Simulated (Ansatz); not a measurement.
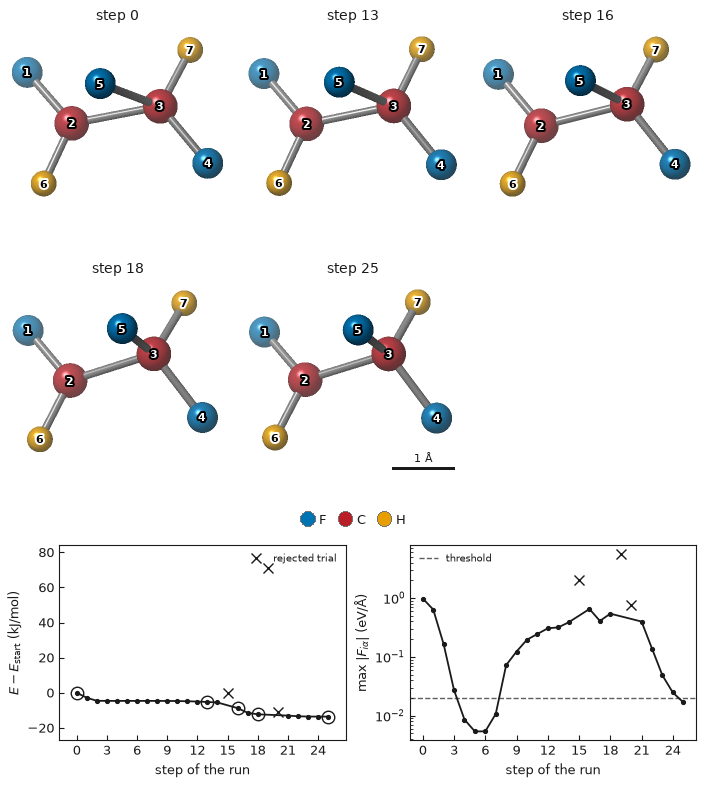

Frames of a relaxation of C₂H₂F₃ (charge +1), marked on the history of the run. A ball-and-stick model, seen at a tilt.

The run prepares the start of a later molecular dynamics calculation, from a guessed geometry.

Theory: RKS PBE0-D4/def2-SVP in Ansatz 0.2.0. Settings: no spin polarisation; force threshold 0.02 eV/Å; at most 40 steps.

What happens along the run?

Answer. F5 moves most after the best rigid fit: 0.47 Å. By element the largest moves are F 0.47 Å, C 0.24 Å, H 0.12 Å. Among the contacts that change: C2–F5 1.534 → 2.091 Å, C3–F5 1.531 → 1.358 Å, F1–C2 1.272 → 1.232 Å, C3–F4 1.273 → 1.307 Å. Bond angles that change, for instance: C2–C3–F5 61.3° → 93.4°, C2–C3–F4 119.7° → 110.2°, C2–C3–H7 122.8° → 115.4°. Over 22 accepted moves (25 points after the start) the energy falls by 13.6 kJ/mol. Largest force component: 0.98 eV/Å at the start, 0.017 eV/Å at the end. The line search rejected the trial steps at points 15, 19, 20 of the run. The forces were under the threshold at step 4, but the run went on from there. From step 0 to 13: F5 moves most (0.09 Å), energy −5.26 kJ/mol. From step 13 to 16: F5 moves most (0.12 Å), energy −3.49 kJ/mol. From step 16 to 18: F5 moves most (0.24 Å), energy −3.53 kJ/mol. From step 18 to 25: F1 moves most (0.07 Å), energy −1.32 kJ/mol.

| step | E − E(0), kJ/mol | largest force component, eV/Å | note |
| --- | --- | --- | --- |
| 0 | 0.00 | 0.9788 |  |
| 1 | -2.87 | 0.6368 |  |
| 2 | -4.58 | 0.1640 |  |
| 3 | -4.63 | 0.0270 |  |
| 4 | -4.64 | 0.0086 |  |
| 5 | -4.64 | 0.0054 |  |
| 6 | -4.64 | 0.0054 |  |
| 7 | -4.64 | 0.0107 |  |
| 8 | -4.65 | 0.0722 |  |
| 9 | -4.67 | 0.1231 |  |
| 10 | -4.73 | 0.1956 |  |
| 11 | -4.84 | 0.2444 |  |
| 12 | -5.01 | 0.3055 |  |
| 13 | -5.26 | 0.3165 |  |
| 14 | -5.54 | 0.3860 |  |
| 15 | 0.04 | 2.0411 | rejected |
| 16 | -8.75 | 0.6504 |  |
| 17 | -11.41 | 0.4075 |  |
| 18 | -12.28 | 0.5421 |  |
| 19 | 70.79 | 5.6797 | rejected |
| 20 | -10.95 | 0.7467 | rejected |
| 21 | -13.00 | 0.3977 |  |
| 22 | -13.40 | 0.1385 |  |
| 23 | -13.54 | 0.0485 |  |
| 24 | -13.57 | 0.0248 |  |
| 25 | -13.60 | 0.0169 |  |
